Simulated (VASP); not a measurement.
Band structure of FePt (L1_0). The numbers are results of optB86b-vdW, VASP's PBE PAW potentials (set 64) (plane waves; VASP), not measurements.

Unless said otherwise, spin-orbit coupling is left out, though it shifts the bands of the heavy elements here.

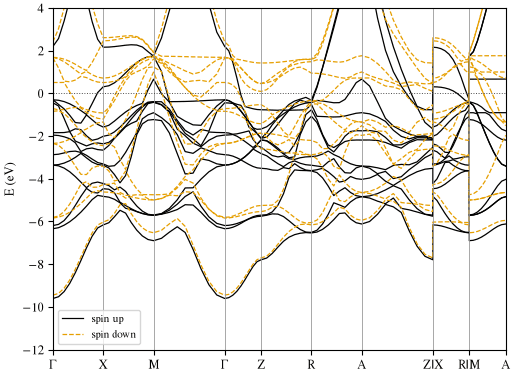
Bands along high-symmetry lines, zero at the valence-band maximum or, without a gap, the Fermi level

### Question
Read the plot: is there a gap, and where are the band edges?

### Answer
It has no gap at this level: it comes out as a metal or semimetal. (Edges off the drawn lines would not show.)

The compound is FePt in the L1_0 structure. It was relaxed first.
